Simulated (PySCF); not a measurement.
CH4BrClGa, charge −1, SMILES `Cl[CH2][GaH2-][Br]`.

PySCF calculation, PBE/cc-pVDZ, gas phase; geometry: GFN2-xTB. No frequency check shows the geometry to be a minimum. For an anion such functionals hold the outermost electrons too loosely, so the response is rough. GFN2-xTB bond lengths at metals and heavier atoms can be off by up to 0.1 Å and shapes distorted, which carries into these values. The basis has no diffuse functions, which an anion needs.

The calculation's input:

```python
import numpy as np
from pyscf import gto, scf, dft
from pyscf.scf import atom_ks, atom_hf
from scipy.linalg import block_diag

def solve(mol, dm0=None, hcore=None):
    mf = (dft.UKS if mol.spin else dft.RKS)(mol, xc='pbe')
    mf.grids.level = 3
    mf = mf.density_fit(auxbasis='def2-universal-jkfit')
    mf.conv_tol, mf.max_cycle = 1e-8, 80
    if hcore is not None:
        mf.get_hcore = lambda *args: hcore
    mf.kernel(dm0)
    if not mf.converged:
        mf = mf.newton().run(mf.mo_coeff, mf.mo_occ, max_cycle=30)
    assert mf.converged, 'SCF not converged'
    return mf

mol = gto.M(atom='''
Cl    -2.31880     0.95464    -0.26977
C     -1.69334    -0.24288     0.92382
Ga    -0.10630    -0.95808    -0.14699
Br     1.62618     0.54021     0.05286
H     -2.53491    -0.91333     1.12746
H     -1.51747     0.33106     1.84178
H     -0.43037    -1.08498    -1.66337
H      0.44136    -2.31124     0.44381
''', basis='cc-pvdz', charge=-1, spin=0, verbose=4)
field = np.array([-0.0, -0.003, -0.0])  # atomic units
mol.set_common_orig(mol.atom_charges() @ mol.atom_coords() / mol.atom_charges().sum())
mf = solve(mol)
out = dict(dm0=mf.make_rdm1(), d0=mf.dip_moment(unit='AU'), e0=mf.e_tot)
for name, sign in (('p', 1), ('m', -1)):
    h = mf.get_hcore() + sign * np.einsum('x,xij->ij', field, mol.intor('int1e_r'))
    mi = solve(mol, mf.make_rdm1(), h)
    out.update({'dm' + name: mi.make_rdm1(), 'd' + name: mi.dip_moment(unit='AU'), 'e' + name: mi.e_tot})
# spherically averaged free atoms, for the promolecule
atm = atom_ks.get_atm_nrks(mol, xc='pbe')
pro = block_diag(*[(atm[a[0]][2] * atm[a[0]][3]) @ atm[a[0]][2].T for a in mol._atom])
np.savez('result.npz', pro=pro, **out)
```

Run with:

```sh
OMP_NUM_THREADS=1 python input.py
```

The run took 66 s on 1 thread of Intel(R) Xeon(R) Platinum 8259CL CPU @ 2.50GHz (Skylake/Cascade Lake), on a shared host, peak memory 0.47 GiB.

Partitions, critical points and surface values were worked out afterwards from this run's density.

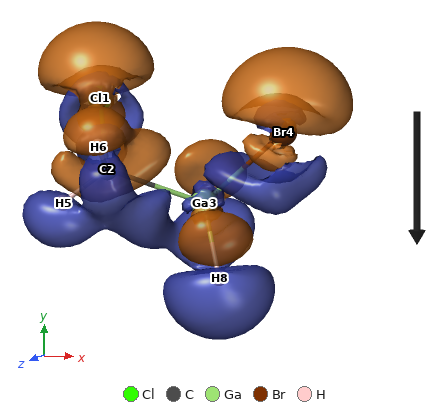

Change of the electron density in a uniform field of 0.15 V/Å along −y (arrow), surfaces at ±0.001 e/Å³ (orange: gain, blue: loss).

**What dipole is induced, and what polarisability does it imply?**

The induced dipole is 0.51 D (along the field); α along this axis, from the fields in both directions, is 68 bohr³ (10.0 Å³).

**Which atoms gain and lose the most charge?**

Electrons gather most on Br4 (Hirshfeld charge changes by −0.011 e) and leave H8 most (+0.010 e); 0.046 electrons are displaced in all.
